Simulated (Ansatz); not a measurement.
**H₄N₂O₂ (SMILES ONNO): density, localisation and related maps**

```csv
atom,x (Å),y (Å),z (Å)
N,1.2697,-1.0654,1.7903
N,0.0838,-1.5729,1.3593
O,1.8741,-0.2580,0.7693
O,-0.7467,-0.6059,0.7862
H,2.6766,-0.7447,0.5499
H,1.0532,-0.3874,2.5221
H,0.2813,-2.2823,0.6506
H,-0.1836,-0.1412,0.1436
```

Geometry: PBE0-D3(BJ)/def2-SVP.

Theory: isolated molecule in a Gaussian basis; Kohn-Sham density functional theory, functional PBE0 in Ansatz 0.2.0.

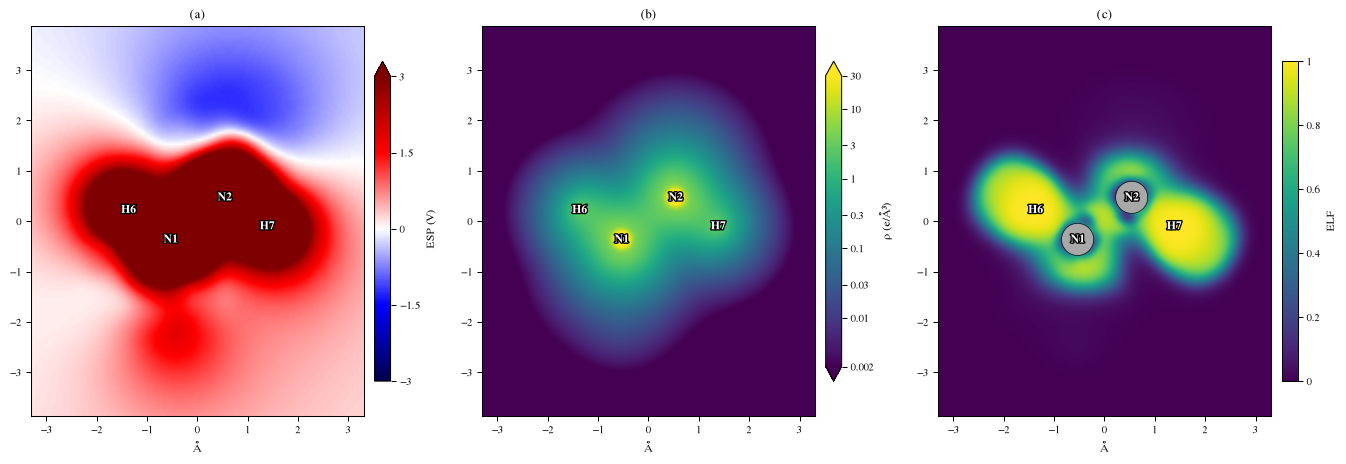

Figure 1. (a) molecular electrostatic potential; (b) electron density; (c) electron localisation function on the plane of atoms N1, N2 and H7. Grey discs cover the atomic cores in the ELF map.

Question: What does the map show?

Answer: Atoms in the plane: N and H.
N–N (1.36 Å): ρ at the midpoint is about 2.5 e/Å³; the ELF peaks at about 0.90 between the atoms: a covalent bond.
N–H (1.02 Å): ρ is about 3 e/Å³ halfway; the ELF climbs to about 1 towards the hydrogen, as it does in any bond to H; an ordinary covalent bond to hydrogen.
Outside the dense part of the molecule the potential is most negative (−1.2 V) near O4, which lies off the plane.

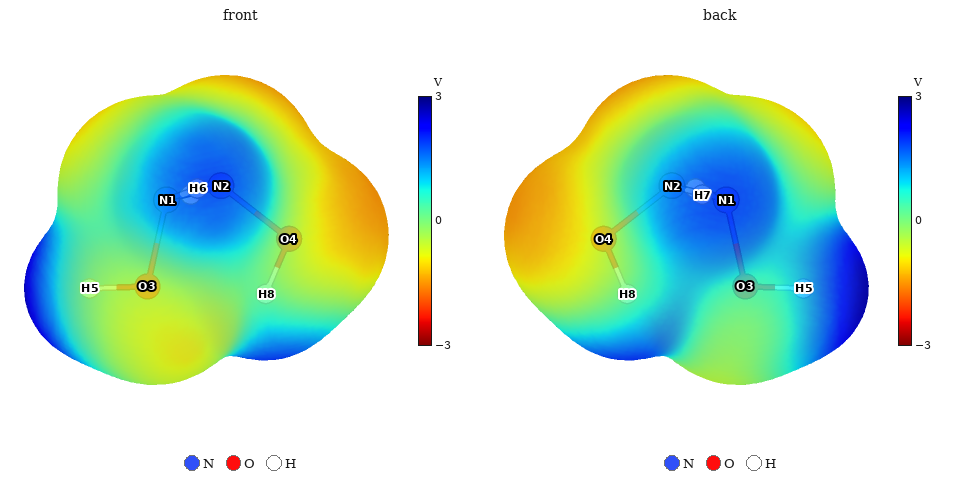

Figure 2. The electrostatic potential painted on the density surface at 0.002 e/bohr³, seen from the front and from behind; the colour scale runs from red (negative) to blue (positive).

Question: Which sites attract a positive test charge, and which a negative one?

Answer: A positive charge is drawn to the negative regions and a negative charge to the positive ones. The most negative region (about −1.5 V) lies over O4, the most positive (about +2.7 V) over H5. O4 is the likeliest acceptor of a hydrogen bond.

Question: What dipole moment does the calculation give?

Answer: Its dipole moment is 2.43 D.

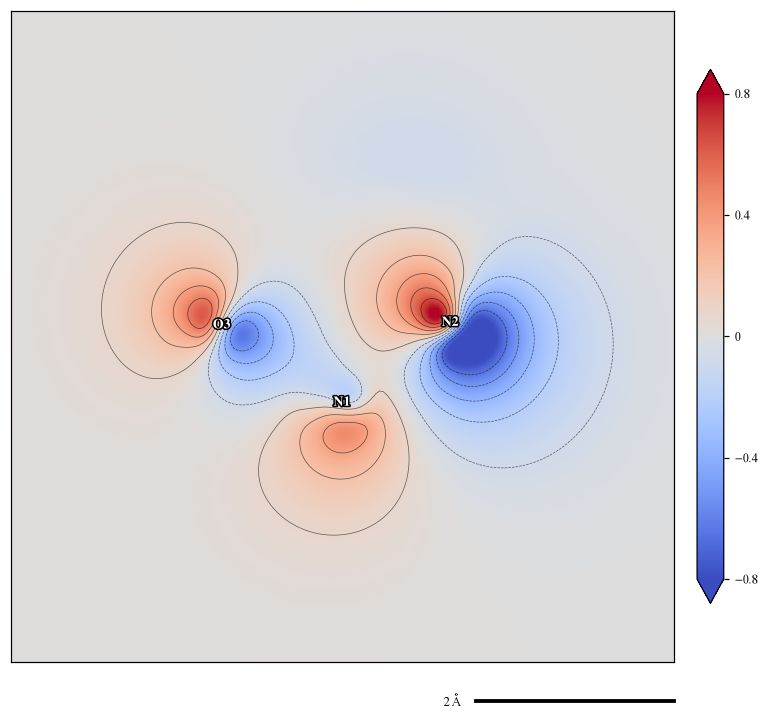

Figure 3. The HOMO on the plane of atoms N2, N1 and O3 (values in Å⁻³ᐟ²; the overall sign is arbitrary).

Question: Where does this orbital lie, and at what energy?

Answer: It lies mainly on N2 (about 45 %), O4 (about 20 %), N1 (about 15 %) and O3 (about 15 %). Its energy is −7.67 eV.

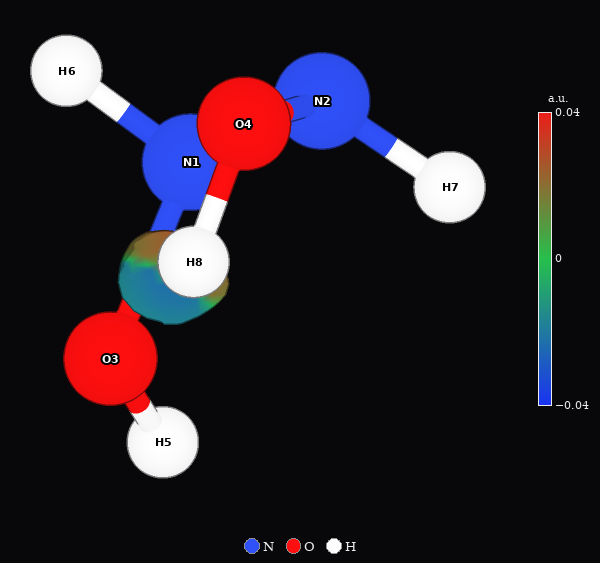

Figure 4. Non-covalent interaction (NCI) plot: the surface where the reduced density gradient is 0.5, for densities under 0.05 a.u., coloured by sign(λ₂)ρ; seen at an oblique angle.

Question: Identify the weak interactions.

Answer: H8···N1 (2.4 Å) and H8···O3 (2.2 Å): weak, bent hydrogen bonding (blue-green, mildly attractive).
